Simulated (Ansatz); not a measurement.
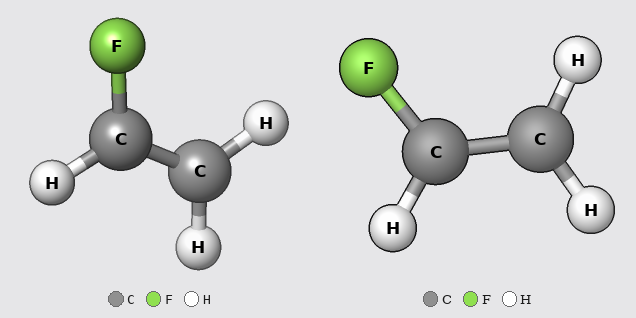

Both panels show the same species.

Computed geometry: PBE0-D4/def2-TZVP optimisation.

What does the picture show?

The molecule is C2H3F. The point group is Cs. All atoms lie on one plane. Coordination: 2 C trigonal planar.

More results for the same structure follow; atom numbers are the same in all pictures, views and colours differ.

**Shape**

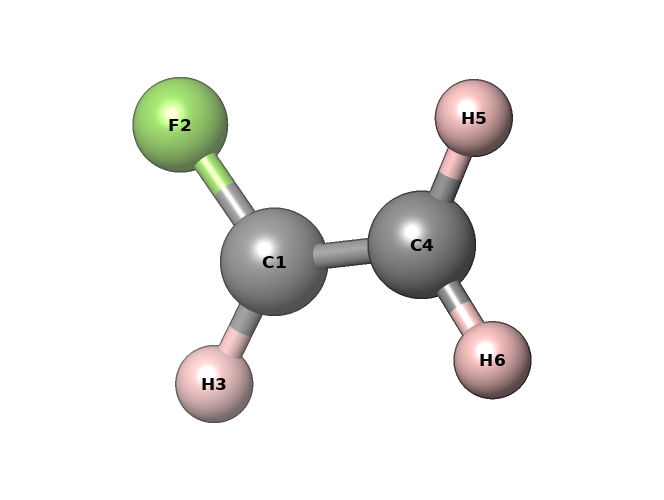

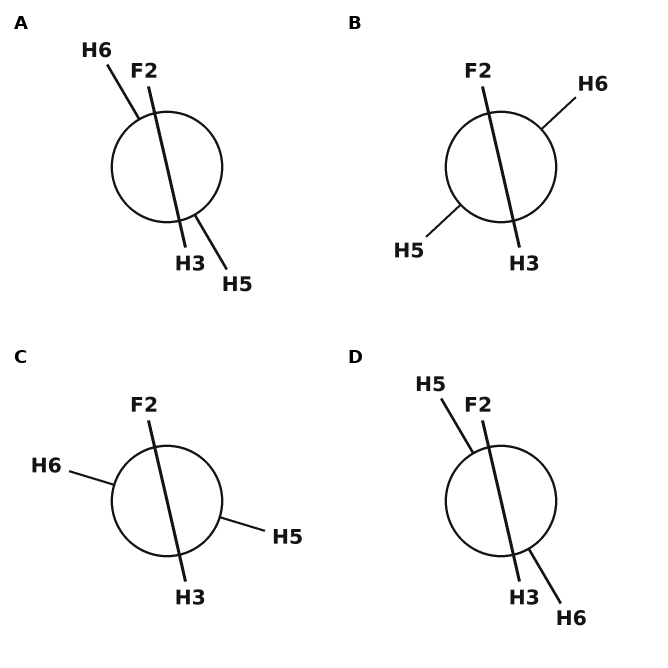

Atoms fade into the background with distance from the viewer. Bonds that would overlap in a projection are set slightly apart.

Question: Which Newman projection shows the view along C1–C4, with C1 in front?

Answer: D. The torsion angle F2–C1–C4–H5 is 0°, synperiplanar (eclipsed).

**Dipole moment**

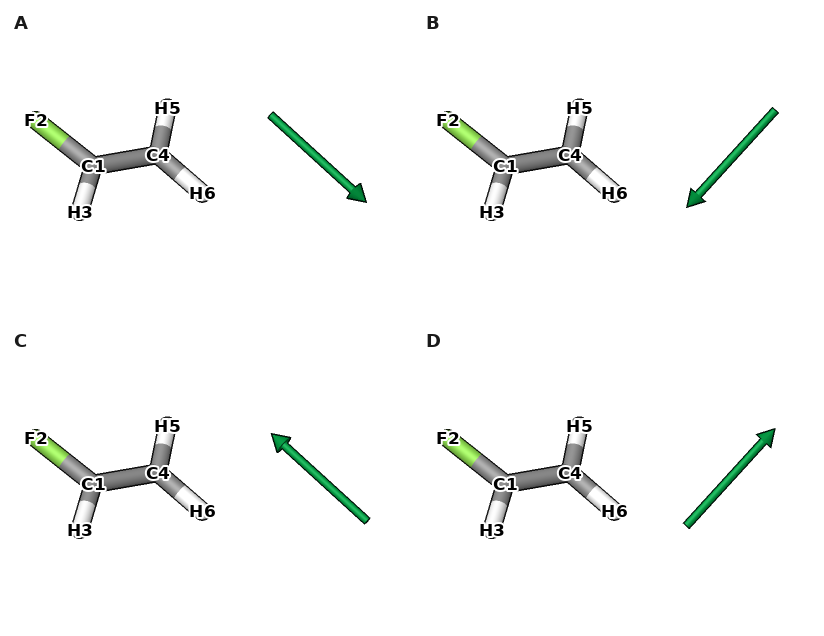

The same molecule four times, each with an arrow. Properties computed with RKS PBE0-D4/def2-TZVP (Ansatz 0.2.0).

Question: Which arrow points along the dipole moment, from the negative to the positive end?

Answer: A. The dipole moment is 1.34 D; it points from the side of F2 to the side of H6 (the outermost atoms at the two ends).

**Charges**

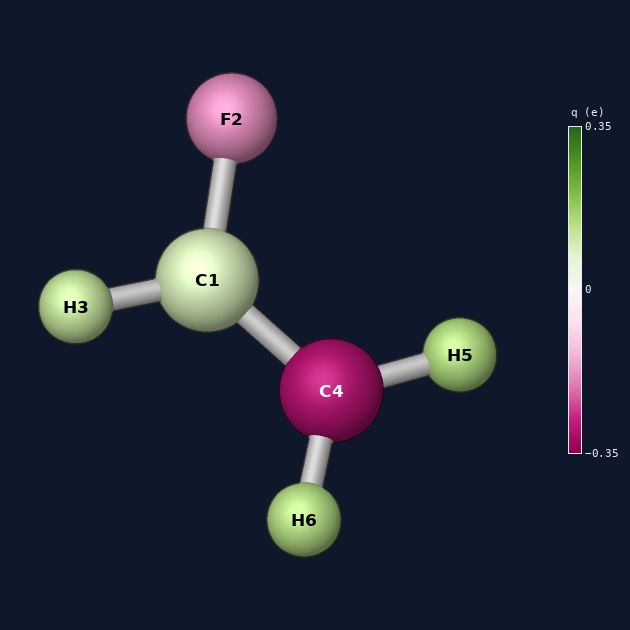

Atoms are coloured by their Mulliken charges. Method: RKS PBE0-D4/def2-TZVP (Ansatz 0.2.0).

Give the Mulliken charges atom by atom.

| atom | value (e) |
| --- | --- |
| C1 | 0.09 |
| F2 | −0.19 |
| H3 | 0.12 |
| C4 | −0.30 |
| H5 | 0.14 |
| H6 | 0.14 |

**Vibrations**

Harmonic vibrations computed with RKS PBE0-D4/def2-TZVP (Ansatz 0.2.0) at a stationary point of the same level.

Question: List the wavenumbers.

Answer: 12 modes: 488, 737, 892, 948, 973, 1190, 1335, 1410, 1732, 3185, 3213, 3286 cm⁻¹.

Mulliken values depend strongly on the basis set and can even reverse the polarity of a bond.
